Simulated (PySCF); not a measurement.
**BFH₄O₂Si: density, localisation and related maps**

```yaml
atoms:
  - { symbol: O, position_ang: [1.3349, 0.5815, 0.8727] }
  - { symbol: B, position_ang: [0.5697, -0.1809, 0.0473] }
  - { symbol: O, position_ang: [1.0149, -1.2869, -0.6074] }
  - { symbol: Si, position_ang: [-1.3579, 0.4052, -0.2223] }
  - { symbol: F, position_ang: [-2.1380, 0.3888, 1.2166] }
  - { symbol: H, position_ang: [2.2402, 0.2762, 1.0070] }
  - { symbol: H, position_ang: [1.9409, -1.5113, -0.4535] }
  - { symbol: H, position_ang: [-2.1118, -0.4944, -1.1453] }
  - { symbol: H, position_ang: [-1.4367, 1.8037, -0.7472] }
```

Geometry: PBE0-D3(BJ)/def2-SVP.

All numbers below come from PySCF, PBE0/pcSseg-1, SCF density, gas phase, non-relativistic.

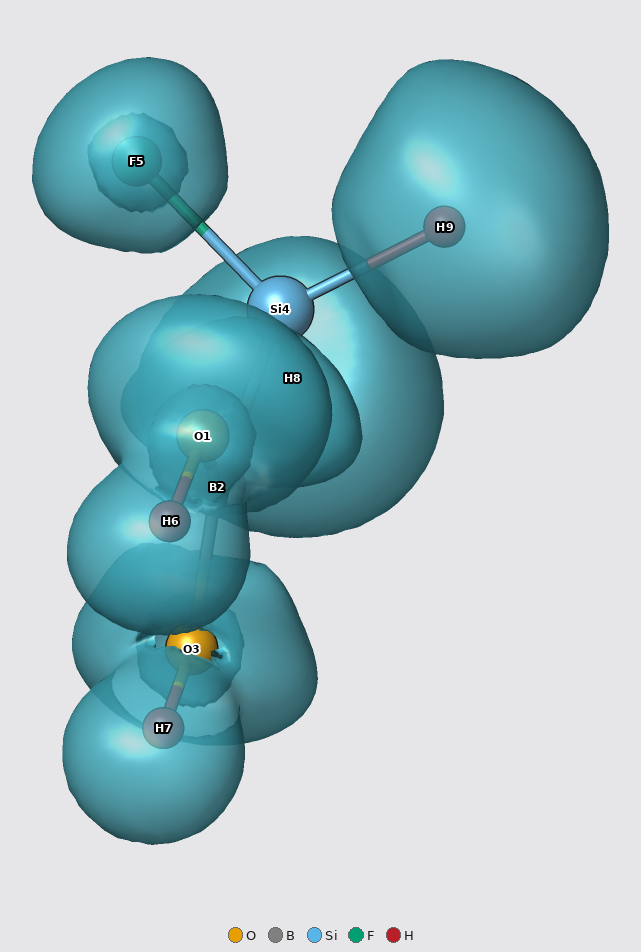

Figure 1. Isosurface of the ELF at 0.75 (cyan), seen at an oblique angle. Only the valence region is drawn (cores and ρ < 0.01 e/Å³ removed).

Q: Identify the bonds, lone pairs and shells in this picture.

A: The ELF exceeds this value in one region between bonded B–Si atoms (shared pairs), two regions around hydrogen nuclei, one region wrapped around F (its lone pairs, merged into a ring or cap) and two joined regions spread over several atoms (H, O), in which their bonds and any lone pairs are merged. Profiles from the grid: B–O (1.36 Å): the ELF peaks at about 0.90 between the atoms; a polar covalent bond. Si–F (1.64 Å): the ELF peaks at about 0.85 in the valence shell of F, 0.6 Å from its nucleus, and is about 0.50 at the midpoint.

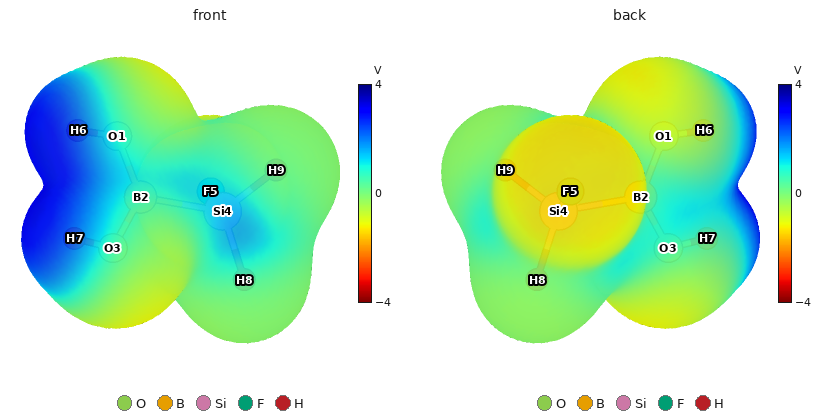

Figure 2. The electrostatic potential painted on the density surface at 0.002 e/bohr³, seen from the front and from behind; red is negative and blue positive.

Q: Which sites attract a positive test charge, and which a negative one?

A: A positive charge is drawn to the negative regions and a negative charge to the positive ones. The most negative region (about −1.4 V) lies over F5, the most positive (about +3.2 V) over H6 and H7.

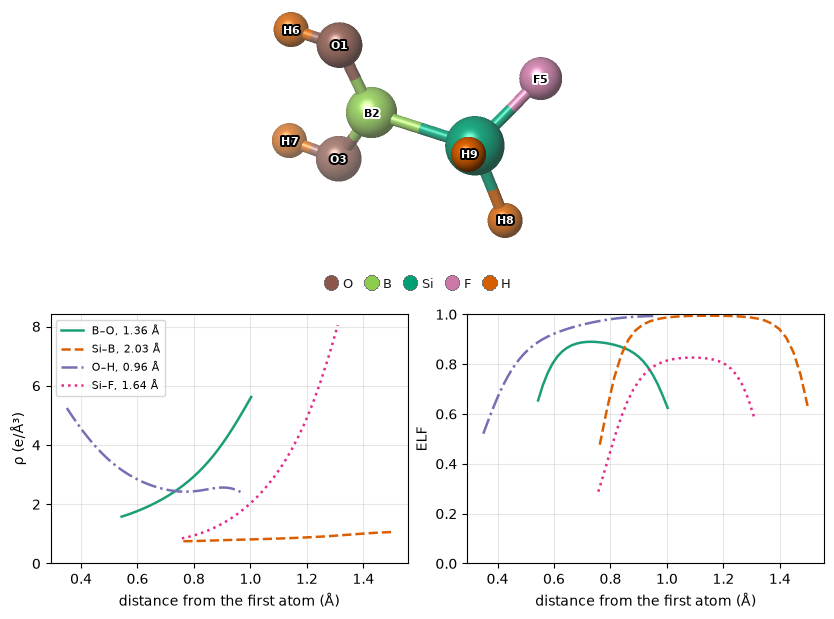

Figure 3. Electron density and electron localisation function along straight lines between neighbouring atoms. The curves leave out the atomic cores. The structure is drawn too.

Q: What can be read from the curves?

A: B–O (1.36 Å): ρ is about 2.1 e/Å³ halfway; the ELF peaks at about 0.90 between the atoms, as expected for a short, strongly polar bond.
Si–B (2.03 Å): ρ is about 0.82 e/Å³ halfway; the ELF peaks at about 1 between the atoms; localised, covalent bonding.
O–H (0.96 Å): ρ at the midpoint is about 3.6 e/Å³; the ELF climbs to about 1 towards the hydrogen, as it does in any bond to H; an ordinary covalent bond to hydrogen.
Si–F (1.64 Å): the density is about 1 e/Å³ at the midpoint; the ELF peaks at about 0.85 in the valence shell of F, 0.6 Å from its nucleus, and is about 0.50 at the midpoint.
